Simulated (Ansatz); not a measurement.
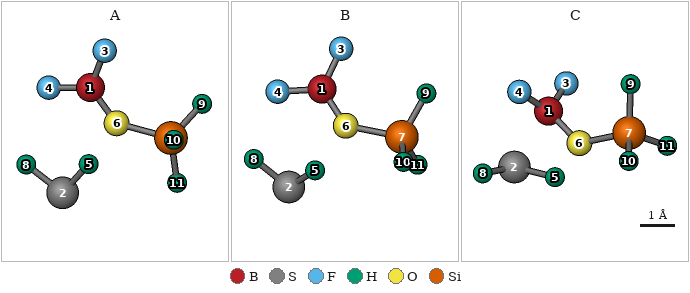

3 geometries from a converged minimum-energy path of BSiH₅SOF₂, shuffled. A ball-and-stick model, seen at a tilt.

Computed with UKS LDA/6-31G (Ansatz 0.2.0). Set-up: 5 movable images; climbing image; force threshold 0.05 eV/Å; iteration limit 60; starting path through a guess of the saddle point.

Q: One of them is the converged climbing image. Which?

A: C. In order along the path, whose images run from 0 to 6: C (image 3, +46.5 kJ/mol), B (image 5, +17.9 kJ/mol), A (image 6, +14.7 kJ/mol). Breaking: B1–S2 (1.93 → 2.21 at the top → 3.82 Å), H5–O6 (0.99 → 1.43 at the top → 1.79 Å). Forming: S2–H5 (2.55 → 1.54 at the top → 1.42 Å).

The run took 2.8 min on 2 threads of AMD EPYC 7B13 (Zen 3), with other jobs on the host, peak memory 0.17 GiB.
